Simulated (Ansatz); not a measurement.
## Geometry relaxation of CH7AlS (part 1 of 2)

- system: CH7AlS
- method: RKS PBE0/def2-SVP (Ansatz 0.2.0)

It belongs to a series of runs on one base structure; here: end point A relaxed. Figures and captions count atoms from 1; the log counts them from 0 in places.

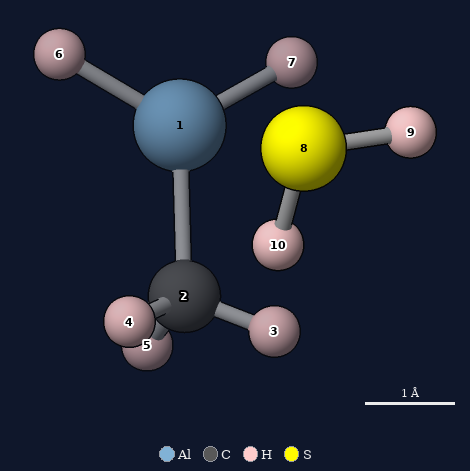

Fig. 1: The starting structure (ball-and-stick view, seen at a tilt; atoms are numbered from 1 in the order of the input). Sticks mark near contacts. Bond lengths as drawn: Al–C 1.97 Å, Al–H 1.59 Å, C–H 1.10 to 1.11 Å and H–S 1.35 to 1.38 Å.

Summary

- outcome: converged
- total energy: −18568.7259 eV
- mean-field energy: −18568.7259 eV
- largest force (length of the vector) at the end: 0.002 eV/Å
- hardware: 2 threads of Arm Neoverse V2, 24 GiB of memory available, shared host
- wall time: 37 s (CPU time 69 s)
- peak memory: 0.16 GiB

The input
```yaml
crystal:
  periodic: [false, false, false]
  atoms:
    - { symbol: Al, position_ang: [0.129054, 0.235463, 0.130408] }
    - { symbol: C, position_ang: [-0.002889, 0.117852, 2.09224] }
    - { symbol: H, position_ang: [-0.947271, -0.328034, 2.448098] }
    - { symbol: H, position_ang: [0.845249, -0.425871, 2.542146] }
    - { symbol: H, position_ang: [0.033775, 1.133596, 2.528553] }
    - { symbol: H, position_ang: [1.547768, 0.449968, -0.558409] }
    - { symbol: H, position_ang: [-1.200473, 0.300737, -0.746083] }
    - { symbol: S, position_ang: [-0.123875, -3.13984, 0.791161] }
    - { symbol: H, position_ang: [-1.429272, -3.066992, 0.454815] }
    - { symbol: H, position_ang: [-0.245166, -2.165078, 1.761472] }
basis:
  gaussian: { orbitals: def2-SVP }
hamiltonian:
  xc: pbe0
relax:
  f_tol: 0.03
  max_steps: 50
```

Run as:
```bash
ansatz run input.yaml --threads 2 --pin off --max-ram 3072MiB --backend cpu --events-out ev --progress --plain --runs-dir out
```

Output
```
The last accepted step is kept in [file] (removed where the run ends without a failure and the disk answers)
Engine: ansatz 0.2.0, aarch64-unknown-linux-gnu
Functional definition: PBE0
  parameter a = 0.25
  parameter kappa = 0.804
  parameter beta = 0.06672455060314922
  exchange = (1 - a)*pbe_x(kappa = kappa, mu = beta*pi^2/3) + a*exact_x
  correlation = pbe_c(beta = beta)
891 factors; integrals over basis functions are off by at most 4.4e-4 eV
mean field evaluation 1: about -18563.6466 eV, gradient 4.3e1 eV
mean field evaluation 2: about -18561.8239 eV, gradient 4.8e1 eV
mean field evaluation 4: about -18568.2859 eV, gradient 1.1e0 eV
mean field evaluation 8: about -18568.2991 eV, gradient 8.6e-3 eV
mean field -18568.29909153 eV, -682.3724055685 hartree, gradient 8.5e-6 eV, S^2 0.000000; 0 other end points of the search recorded, 0 dependent functions left out
the calculation of the forces begins
reference -18568.29912086 eV, -682.3724066465 hartree; 21, 21 occupied and 64, 64 virtual orbitals, 891 factors
relax step   1: F+E_penalty+E_count = -18568.29909153 eV  Δ(F+E_penalty+E_count) = +0.000e0 eV  max|allowed force component| = 7.069e-1 eV/Å  Δτ_max = 0.0000 Å  (24 SCF iters, accepted)
these checks for a lower state are left out or cut short: starts, cluster_reference, orbital_swaps, neighbouring_geometries, increment
891 factors; integrals over basis functions are off by at most 4.5e-4 eV
mean field evaluation 16: about -18568.3973 eV, gradient 2.1e-1 eV
mean field -18568.40648201 eV, -682.3763520959 hartree, gradient 1.3e-5 eV, S^2 0.000000; 0 other end points of the search recorded, 0 dependent functions left out
[... from here on the field's lines of each further geometry are left out, up to the last ...]
relax step   2: F+E_penalty+E_count = -18568.40648201 eV  Δ(F+E_penalty+E_count) = -1.074e-1 eV  max|allowed force component| = 7.974e-1 eV/Å  Δτ_max = 0.1940 Å  (27 SCF iters, accepted)
relax step   3: F+E_penalty+E_count = -18568.50514833 eV  Δ(F+E_penalty+E_count) = -9.867e-2 eV  max|allowed force component| = 9.497e-1 eV/Å  Δτ_max = 0.1984 Å  (26 SCF iters, accepted)
relax step   4: F+E_penalty+E_count = -18568.62410078 eV  Δ(F+E_penalty+E_count) = -1.190e-1 eV  max|allowed force component| = 9.157e-1 eV/Å  Δτ_max = 0.1954 Å  (26 SCF iters, accepted)
relax step   5: F+E_penalty+E_count = -18568.67347368 eV  Δ(F+E_penalty+E_count) = -4.937e-2 eV  max|allowed force component| = 3.640e-1 eV/Å  Δτ_max = 0.2000 Å  (27 SCF iters, accepted)
relax step   6: F+E_penalty+E_count = -18568.69835294 eV  Δ(F+E_penalty+E_count) = -2.488e-2 eV  max|allowed force component| = 1.340e-1 eV/Å  Δτ_max = 0.2000 Å  (25 SCF iters, accepted)
relax step   7: F+E_penalty+E_count = -18568.70222456 eV  Δ(F+E_penalty+E_count) = -3.872e-3 eV  max|allowed force component| = 6.227e-2 eV/Å  Δτ_max = 0.0770 Å  (25 SCF iters, accepted)
relax step   8: F+E_penalty+E_count = -18568.70715104 eV  Δ(F+E_penalty+E_count) = -4.926e-3 eV  max|allowed force component| = 4.172e-2 eV/Å  Δτ_max = 0.1486 Å  (25 SCF iters, accepted)
relax step   9: F+E_penalty+E_count = -18568.69198182 eV  Δ(F+E_penalty+E_count) = +1.517e-2 eV  max|allowed force component| = 8.141e-1 eV/Å  Δτ_max = 0.1952 Å  (25 SCF iters, rejected (line search))
relax step  10: F+E_penalty+E_count = -18568.71099656 eV  Δ(F+E_penalty+E_count) = -3.846e-3 eV  max|allowed force component| = 5.958e-2 eV/Å  Δτ_max = 0.0975 Å  (25 SCF iters, accepted)
relax step  11: F+E_penalty+E_count = -18568.71320550 eV  Δ(F+E_penalty+E_count) = -2.209e-3 eV  max|allowed force component| = 2.159e-1 eV/Å  Δτ_max = 0.0975 Å  (26 SCF iters, accepted)
relax step  12: F+E_penalty+E_count = -18568.71513653 eV  Δ(F+E_penalty+E_count) = -1.931e-3 eV  max|allowed force component| = 2.592e-1 eV/Å  Δτ_max = 0.0759 Å  (26 SCF iters, accepted)
relax step  13: F+E_penalty+E_count = -18568.71332668 eV  Δ(F+E_penalty+E_count) = +1.810e-3 eV  max|allowed force component| = 5.165e-1 eV/Å  Δτ_max = 0.1587 Å  (26 SCF iters, rejected (line search))
relax step  14: F+E_penalty+E_count = -18568.72008365 eV  Δ(F+E_penalty+E_count) = -4.947e-3 eV  max|allowed force component| = 4.081e-2 eV/Å  Δτ_max = 0.0793 Å  (25 SCF iters, accepted)
relax step  15: F+E_penalty+E_count = -18568.72312410 eV  Δ(F+E_penalty+E_count) = -3.040e-3 eV  max|allowed force component| = 1.338e-2 eV/Å  Δτ_max = 0.0972 Å  (25 SCF iters, accepted)
relax step  16: F+E_penalty+E_count = -18568.72088682 eV  Δ(F+E_penalty+E_count) = +2.237e-3 eV  max|allowed force component| = 4.290e-1 eV/Å  Δτ_max = 0.1465 Å  (26 SCF iters, rejected (line search))
relax step  17: F+E_penalty+E_count = -18568.72443868 eV  Δ(F+E_penalty+E_count) = -1.315e-3 eV  max|allowed force component| = 7.735e-2 eV/Å  Δτ_max = 0.0715 Å  (25 SCF iters, accepted)
relax step  18: F+E_penalty+E_count = -18568.72363092 eV  Δ(F+E_penalty+E_count) = +8.078e-4 eV  max|allowed force component| = 1.885e-1 eV/Å  Δτ_max = 0.0725 Å  (25 SCF iters, rejected (line search))
relax step  19: F+E_penalty+E_count = -18568.72508867 eV  Δ(F+E_penalty+E_count) = -6.500e-4 eV  max|allowed force component| = 3.917e-2 eV/Å  Δτ_max = 0.0358 Å  (23 SCF iters, accepted)
relax step  20: F+E_penalty+E_count = -18568.72530551 eV  Δ(F+E_penalty+E_count) = -2.168e-4 eV  max|allowed force component| = 2.245e-2 eV/Å  Δτ_max = 0.0371 Å  (24 SCF iters, accepted)
relax step  21: F+E_penalty+E_count = -18568.72575451 eV  Δ(F+E_penalty+E_count) = -4.490e-4 eV  max|allowed force component| = 5.330e-2 eV/Å  Δτ_max = 0.0489 Å  (23 SCF iters, accepted)
relax step  22: F+E_penalty+E_count = -18568.72583396 eV  Δ(F+E_penalty+E_count) = -7.946e-5 eV  max|allowed force component| = 3.365e-2 eV/Å  Δτ_max = 0.0040 Å  (22 SCF iters, accepted)
the calculation of the forces begins
reference -18568.72593405 eV, -682.3880917418 hartree; 21, 21 occupied and 64, 64 virtual orbitals, 891 factors
relax step  23: F+E_penalty+E_count = -18568.72590475 eV  Δ(F+E_penalty+E_count) = -7.078e-5 eV  max|allowed force component| = 1.566e-3 eV/Å  Δτ_max = 0.0088 Å  (20 SCF iters, accepted)
```

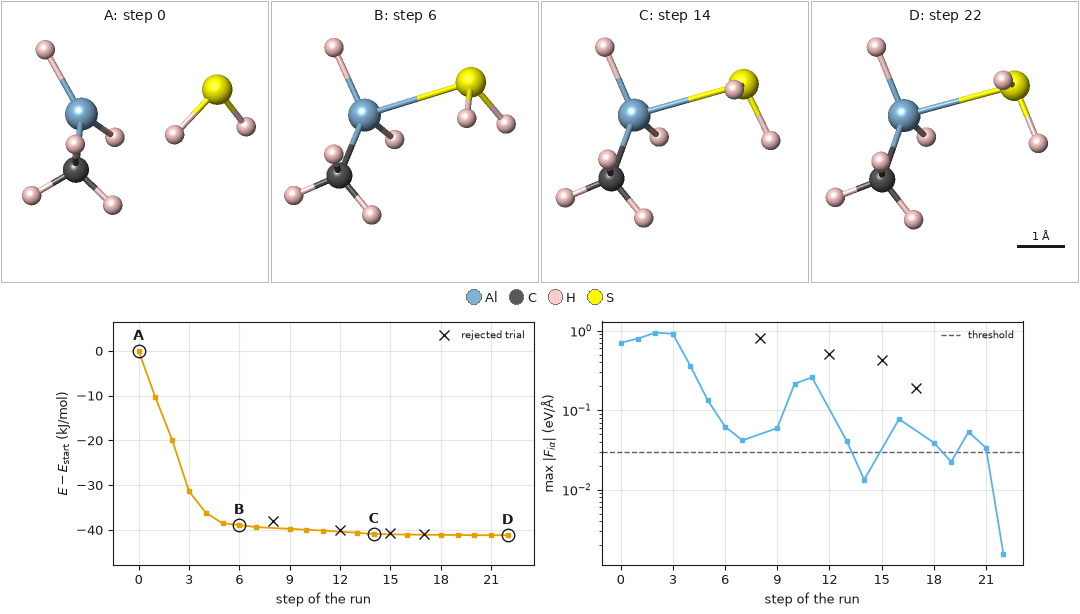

Fig. 2: Frames of the relaxation (ball-and-stick view, seen at a tilt) above the curves, on which the letters mark them (the first geometry is step 0 here and step 1 in the log).

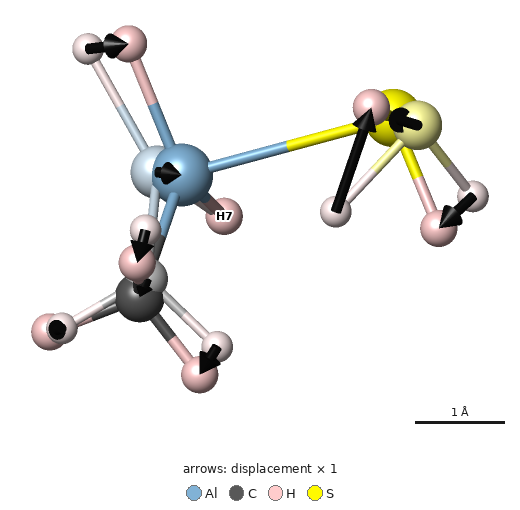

Fig. 3: Start (faint) and end (solid) with the displacements as black arrows, at true length (ball-and-stick view, seen at a tilt). The two geometries are laid on each other by the best rigid fit. After 22 geometry steps the energy has fallen by 41.2 kJ/mol. Largest force component: 0.71 eV/Å at the start, 0.0016 eV/Å at the end. The line search rejected the trial steps at points 8, 12, 15, 17 (counted from 0) and went back. H10 moves most after the best rigid fit: 1.26 Å. Largest moves by element: H 1.26 Å, S 0.81 Å, Al 0.33 Å, C 0.23 Å. Distances before and after: Al1–S8 3.449 → 2.593 Å, S8–H10 1.381 → 1.352 Å, Al1–H6 1.592 → 1.602 Å, Al1–C2 1.970 → 1.974 Å. New bonds form: Al1–S8 (3.45 → 2.59 Å). (Atoms are counted from 1 in the order of the input.)

```
891 factors; integrals over basis functions are off by at most 4.2e-4 eV
mean field -18568.72590475 eV, -682.3880906650 hartree, gradient 2.4e-5 eV, S^2 0.000000; 1 other end points of the search recorded, 0 dependent functions left out
the calculation of the forces begins
reference -18568.72593405 eV, -682.3880917418 hartree; 21, 21 occupied and 64, 64 virtual orbitals, 891 factors
Total energy: -18568.72593405 eV, -682.3880917418 hartree
Atom 0 at     0.087628    -0.082909     0.250305 Å, force    -0.000274    -0.000745     0.001566 eV/Å
Atom 1 at    -0.127944     0.284800     2.178024 Å, force     0.000264     0.001237    -0.000352 eV/Å
Atom 2 at    -1.131488     0.029297     2.558615 Å, force    -0.000261     0.000060    -0.000469 eV/Å
Atom 3 at     0.616491    -0.236482     2.803603 Å, force    -0.000359    -0.000715    -0.000312 eV/Å
Atom 4 at     0.009566     1.364254     2.368321 Å, force    -0.000124     0.000789     0.000968 eV/Å
Atom 5 at     1.566890    -0.167730    -0.359347 Å, force     0.001093    -0.000788    -0.000388 eV/Å
Atom 6 at    -1.126111     0.251073    -0.741167 Å, force    -0.000842     0.000735    -0.000795 eV/Å
Atom 7 at    -0.311612    -2.644175     0.200682 Å, force    -0.000331    -0.000159     0.000183 eV/Å
Atom 8 at    -1.444129    -2.688324     0.937878 Å, force     0.000762    -0.000601     0.000556 eV/Å
Atom 9 at     0.467610    -2.998002     1.247488 Å, force     0.000072     0.000187    -0.000956 eV/Å
Dipole moment:    -0.170273    -0.691355     0.389609 e Å
```

Trajectory as extended XYZ (Å, eV, eV/Å), 23 frames, from step=1 to step=23
```
10
Properties=species:S:1:pos:R:3:forces:R:3 step=1 energy=-18568.29909
Al    0.1291    0.2355    0.1304   -0.0146  -0.2973   0.0520
C    -0.0029    0.1179    2.0922    0.0361   0.2349   0.0475
H    -0.9473   -0.3280    2.4481    0.0115   0.0224   0.0067
H     0.8452   -0.4259    2.5421   -0.0165   0.0066   0.0045
H     0.0338    1.1336    2.5286   -0.0101   0.0069   0.0004
H     1.5478    0.4500   -0.5584    0.0076  -0.0061  -0.0019
H    -1.2005    0.3007   -0.7461   -0.0119  -0.0020  -0.0074
S    -0.1239   -3.1398    0.7912    0.0271   0.7069   0.3187
H    -1.4293   -3.0670    0.4548   -0.0190   0.0237   0.0338
H    -0.2452   -2.1651    1.7615   -0.0103  -0.6960  -0.4543
10
Properties=species:S:1:pos:R:3:forces:R:3 step=2 energy=-18568.40648
Al    0.1225    0.1379    0.1500   -0.0511  -0.2105   0.0431
C    -0.0009    0.1446    2.1190    0.0167   0.1858   0.0180
H    -0.9454   -0.2828    2.4968    0.0055   0.0040   0.0255
H     0.8451   -0.3844    2.5900   -0.0125   0.0040   0.0293
H     0.0393    1.1805    2.5072    0.0005  -0.0411  -0.0413
H     1.5351    0.3823   -0.5451    0.0211  -0.0734  -0.0057
H    -1.2066    0.2335   -0.7275   -0.0179  -0.0316   0.0044
S    -0.0889   -3.0180    0.6444   -0.3847   0.7974   0.5101
H    -1.4335   -3.0471    0.4383    0.2613  -0.0142  -0.0575
H    -0.2597   -2.2347    1.7713    0.1610  -0.6204  -0.5259
10
Properties=species:S:1:pos:R:3:forces:R:3 step=3 energy=-18568.50515
Al    0.1094    0.0515    0.1596   -0.0886  -0.2118   0.0672
C    -0.0024    0.1484    2.1315    0.0054   0.2446   0.0111
H    -0.9456   -0.2663    2.5274   -0.0008   0.0077   0.0251
H     0.8424   -0.3704    2.6165   -0.0012   0.0106   0.0313
H     0.0423    1.1974    2.4847    0.0015  -0.0888  -0.0408
H     1.5212    0.3067   -0.5388    0.0182  -0.1080  -0.0115
H    -1.2201    0.1773   -0.7163   -0.0235  -0.0121   0.0019
S    -0.0623   -2.8441    0.5527   -0.6404   0.6864   0.9497
H    -1.4143   -2.9957    0.4060    0.4400   0.0705  -0.1327
H    -0.2637   -2.2931    1.8210    0.2894  -0.5989  -0.9013
10
Properties=species:S:1:pos:R:3:forces:R:3 step=4 energy=-18568.62410
Al    0.0674   -0.0876    0.1928    0.0353   0.2088   0.0946
C    -0.0096    0.1730    2.1610   -0.0502   0.2075  -0.0376
H    -0.9505   -0.2086    2.5979    0.0266   0.0229   0.0288
H     0.8351   -0.3274    2.6668   -0.0005   0.0122   0.0270
H     0.0538    1.2426    2.4473   -0.0132  -0.1573  -0.0688
H     1.4801    0.1484   -0.5182    0.0067  -0.1032  -0.0259
H    -1.2591    0.0915   -0.6826   -0.0448  -0.0271   0.0015
S    -0.0256   -2.6812    0.4737   -0.3928   0.1473   0.9157
H    -1.3619   -2.8501    0.2867    0.2123   0.0480  -0.0829
H    -0.2228   -2.3887    1.8190    0.2207  -0.3590  -0.8522
10
Properties=species:S:1:pos:R:3:forces:R:3 step=5 energy=-18568.67347
Al    0.0699   -0.0730    0.2155   -0.2890  -0.0611  -0.0432
C    -0.0218    0.2028    2.1633    0.1066  -0.0791   0.1394
H    -0.9495   -0.1356    2.6479   -0.1687  -0.0733  -0.0705
H     0.8128   -0.2756    2.7040    0.0753  -0.0112  -0.0440
H     0.0555    1.2693    2.3974    0.0368   0.3640   0.0709
H     1.4692    0.0828   -0.5208    0.1074   0.0114  -0.0537
H    -1.2847    0.0899   -0.6533    0.1551  -0.0291   0.0765
S    -0.0123   -2.6805    0.4566   -0.1581  -0.0287   0.1257
H    -1.3440   -2.7835    0.2332    0.0763  -0.0220  -0.0159
H    -0.1883   -2.5849    1.8005    0.0581  -0.0707  -0.1851
```
